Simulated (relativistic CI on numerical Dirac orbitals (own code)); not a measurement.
```
atom Fe  Z=26  charge=4  electrons=22
nucleus A=56  rms_radius_fm=3.7377
hamiltonian dirac-coulomb  breit=on  qed=on  c_scale=1
orbitals kli  potential=per-configuration
slater_scale 0.85
correlation p86
mixing on
configurations
  [Ar] 3d4
  [Ar] 3d3 4s
  [Ar] 3d3 4p
  [Ne] 3s2 3p5 3d5
  [Ar] 3d3 4d
  [Ar] 3d3 5s
  [Ar] 3d3 5p
  [Ar] 3d3 4f
  [Ar] 3d3 5d
  [Ar] 3d3 6s
  [Ne] 3s 3p6 3d5
  [Ar] 3d3 6p
  [Ar] 3d2 4s 4p
  [Ar] 3d3 5f
  [Ar] 3d3 5g
  [Ar] 3d3 6d
  [Ne] 3s2 3p5 3d4 4s
  [Ar] 3d2 4p 4d
  [Ar] 3d2 4s2
  [Ar] 3d 4s2 4p
  [Ar] 3d 4s2 4d
  [Ar] 3d 4s2 5s
  [Ar] 3d 4s2 5p
  [Ar] 3d2 4p2
  [Ar] 3d 4s 4p2
  [Ar] 3d 4p3
  [Ar] 3d 4p2 4d
  [Ar] 3d 4p2 5s
  [Ar] 3d 4p2 5p
  [Ar] 3d2 4s 4d
  [Ar] 3d 4s 4p 4d
  [Ar] 3d 4s 4d2
  [Ar] 3d 4s 4d 5s
  [Ar] 3d 4s 4d 5p
end
```

Run as (the task file carries these settings):
```bash
python run_levels.py task.json out
```

Level of the calculation: Dirac CI, KLI exchange-only orbitals, Breit term, model QED, valence Slater integrals scaled by 0.85, a P86 correlation estimate for each configuration. The envelope is a Gaussian of full width 0.1 eV, scaled to the tallest stick.

The plot shows absorption lines from the lowest level (oscillator strengths f):

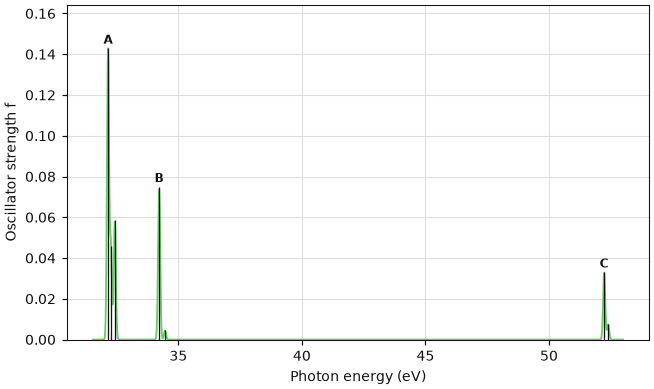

The lettered lines are A: 3p⁶ 3d³ 4p J = 1 (odd, mixed, level 73) ← 3p⁶ 3d⁴ ⁵D₀, 32.15 eV, f = 0.14; B: 3p⁶ 3d³ 4p ⁵P°₁ ← 3p⁶ 3d⁴ ⁵D₀, 34.22 eV, f = 0.075; C: 3p⁶ 3d³ 5p J = 1 (odd, mixed, level 360) ← 3p⁶ 3d⁴ ⁵D₀, 52.23 eV, f = 0.033. The strongest, A, lies in the extreme ultraviolet region.

Note: configurations can be misplaced by up to about 7 % of their energy; only a limited list of configurations is included, so lower levels can be missing; only lines among the lowest 400 of 4174 levels are drawn, so those from 3p⁵ 3d⁵ and 3p⁶ 3d³ 5p are incomplete.
